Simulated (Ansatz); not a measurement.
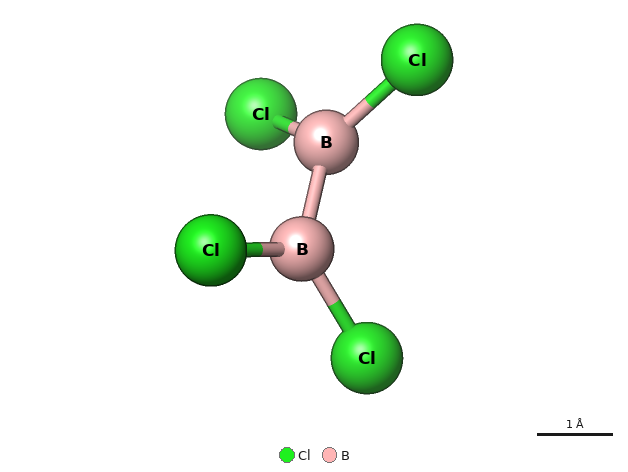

Ball-and-stick drawing of a structure.

**Give the formula.**

B2Cl4, 6 atoms: 2 boron and 4 chlorine.

**How many bonds of each kind are drawn?**

4 B–Cl, 1 B–B.

**How many sets of symmetry-equivalent atoms are there?**

2: 4 Cl, 2 B.

**Give a SMILES string for it.**

ClB(Cl)B(Cl)Cl

**What is the point group of this geometry?**

D2d.

More results for the same structure follow; atom numbers are the same in all pictures, views and colours differ. Computed geometry: PBE0-D4/def2-TZVP optimisation.

### Vibrations

Harmonic vibrations computed with RKS PBE0-D4/def2-TZVP (Ansatz 0.2.0) at a stationary point of the same level.

**List the wavenumbers.**

12 modes: 25, 93, 94, 170, 288, 406, 496, 497, 742, 941, 941, 1156 cm⁻¹.

### Levels of theory compared

Program: Ansatz 0.2.0.

Tabulate HOMO energy (eV), HOMO–LUMO gap (eV) at these levels: B3LYP-D4/def2-TZVPP; CAM-B3LYP-D4/def2-TZVPP; HSE06 (plane-wave form)-D4/def2-TZVPP; r2SCAN0-D4/def2-TZVPP; ωB97M-V/def2-SVP; ωB97X-V/def2-TZVPP.

```csv
level,HOMO energy (eV),HOMO–LUMO gap (eV)
B3LYP-D4/def2-TZVPP,−8.25,6.11
CAM-B3LYP-D4/def2-TZVPP,−9.85,9.04
HSE06 (plane-wave form)-D4/def2-TZVPP,−8.07,5.70
r2SCAN0-D4/def2-TZVPP,−8.68,6.83
ωB97M-V/def2-SVP,−10.42,10.86
ωB97X-V/def2-TZVPP,−10.84,11.08
```

### Charges

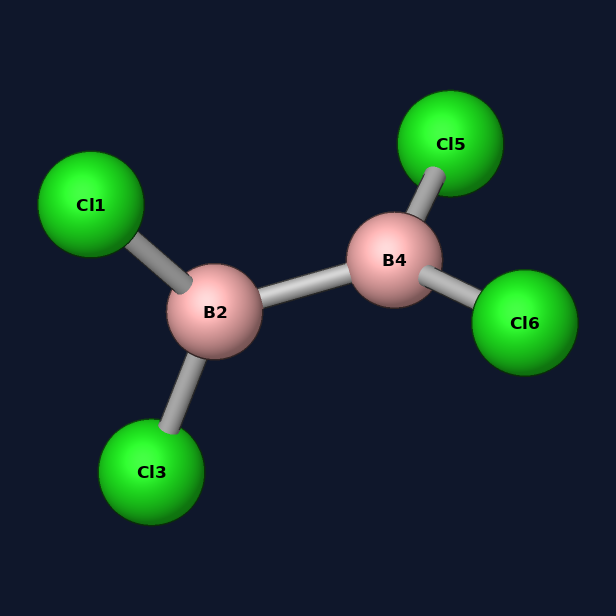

The questions are on Mulliken charges. Method: RKS PBE0-D4/def2-TZVP (Ansatz 0.2.0).

List the Mulliken charges.

| atom | value (e) |
| --- | --- |
| Cl1 | −0.08 |
| B2 | 0.16 |
| Cl3 | −0.08 |
| B4 | 0.16 |
| Cl5 | −0.08 |
| Cl6 | −0.08 |

Mulliken values depend strongly on the basis set and can even reverse the polarity of a bond.
